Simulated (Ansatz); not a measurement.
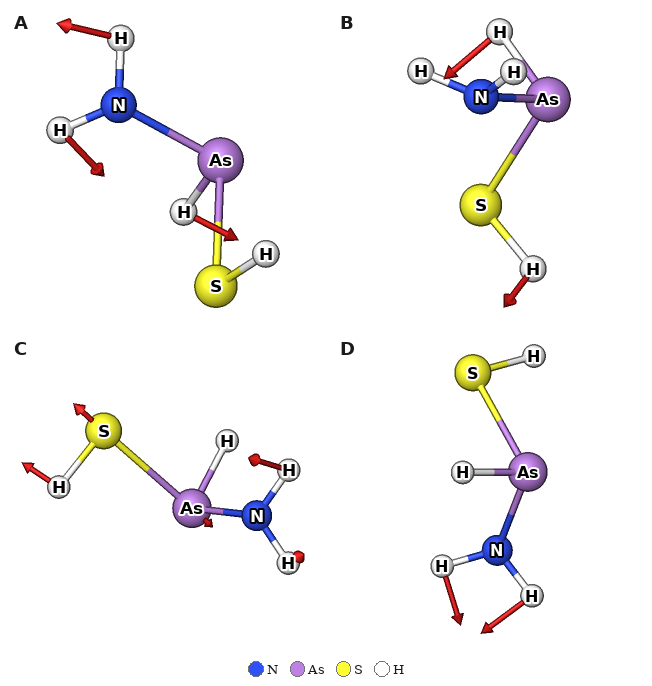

4 normal modes of one molecule or complex, as arrows. Harmonic vibrations computed with RKS PBE0-D4/def2-TZVP (Ansatz 0.2.0) at a stationary point of the same level.

Match the panels to the wavenumbers 386 cm⁻¹, 647 cm⁻¹, 977 cm⁻¹, 1572 cm⁻¹.

A: 977 cm⁻¹, As–N–H bending
B: 647 cm⁻¹, angle bending
C: 386 cm⁻¹
D: 1572 cm⁻¹, H–N–H bending
